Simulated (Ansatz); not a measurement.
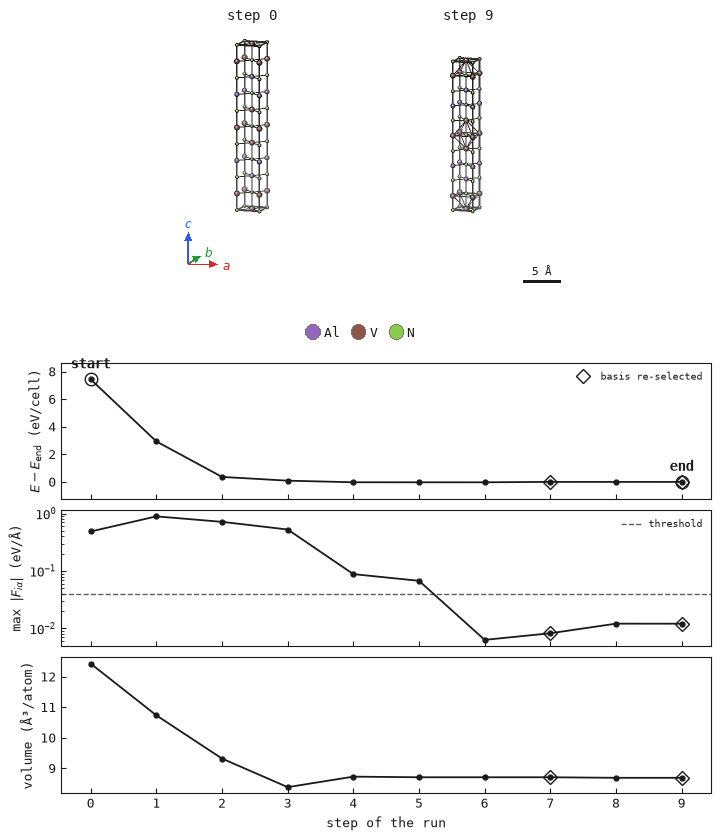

First and last geometry of a relaxation of solid Al2V3N5 (a generated structure, set up in I4/mmm) (coarse preliminary run), with the history of the run. Style: ball-and-stick. Shown: the conventional cell (2 times the calculation's cell), slightly off an axis. Lengths and directions refer to the drawn axes.

Level of theory: DFT PBE, scalar-relativistic, plane waves, PAW in Ansatz.

The input:
```yaml
crystal:
  lattice:
    - [-1.63782087, 1.63782087, 11.58114245]
    - [1.63782087, -1.63782087, 11.58114245]
    - [1.63782087, 1.63782087, -11.58114245]
  atoms:
    - { symbol: Al, position: [0.7, 0.7, 0.0] }
    - { symbol: Al, position: [0.3, 0.3, 0.0] }
    - { symbol: V, position: [0.9, 0.9, 0.0], spin: 2.0 }
    - { symbol: V, position: [0.5, 0.5, 0.0], spin: 2.0 }
    - { symbol: V, position: [0.1, 0.1, 0.0], spin: 2.0 }
    - { symbol: "N", position: [0.0, 0.0, 0.0] }
    - { symbol: "N", position: [0.6, 0.6, 0.0] }
    - { symbol: "N", position: [0.2, 0.2, 0.0] }
    - { symbol: "N", position: [0.8, 0.8, 0.0] }
    - { symbol: "N", position: [0.4, 0.4, 0.0] }
basis:
  ecutwfc: 420
kpoints:
  mp_grid: { grid: [8, 8, 8] }
hamiltonian:
  xc: pbe
scf:
  occupations: { method: gaussian, width: 0.1 }
  lower_state_search: "off"
output:
  forces: true
  stress: true
  eigenvalues: true
  populations: true
magnetization:
  spin_polarized: true
relax:
  adjacent_minimum: "off"
  f_tol: 0.04
  max_steps: 70
  cell: { stress_tol: 0.4 }
```

Command:
```bash
ansatz run input.yaml --threads 4 --pin off --max-ram 8192MiB --backend cpu --events-out ev --progress --plain --runs-dir out
```

Q: Did the run converge, and what did it change?

A: It converged. The largest moves relative to the cell, 0.10 Å, are those of V3 and V5. V5 goes along −c. By element the largest moves are V 0.10 Å, N 0.07 Å, Al 0.02 Å. The drawn cell changes as follows: a = b 3.276 → 2.888 Å (−11.8 %), c 23.162 → 20.840 Å (−10.0 %); the volume changes by −30.1 %. Some distances before and after: V3–V4 3.276 → 2.846 Å, V3–V3 3.276 → 2.888 Å, V3–N6 2.316 → 1.982 Å, Al1–N7 2.316 → 2.037 Å. Among the angles between lasting bonds that change: N7–V5–N7 180.0° → 170.4°, V3–N10–V3 180.0° → 170.4°, N6–V5–N7 90.0° → 94.8°. The space group stays I4/mmm (No. 139). The energy falls by 7.430 eV per cell of the calculation in 7 accepted moves (9 points after the start). The largest force component goes from 0.49 to 0.012 eV/Å. The pressure goes from −41.69 to 0.04 GPa. At 2 points the geometry stayed and the basis and grid were re-selected for the new cell (energy shift of 29.7 meV per cell of the calculation at most each time). The program noted that the starting moments weren't kept. The run may lie on a higher electronic state than the lowest, so the end point isn't shown to be the ground-state structure.
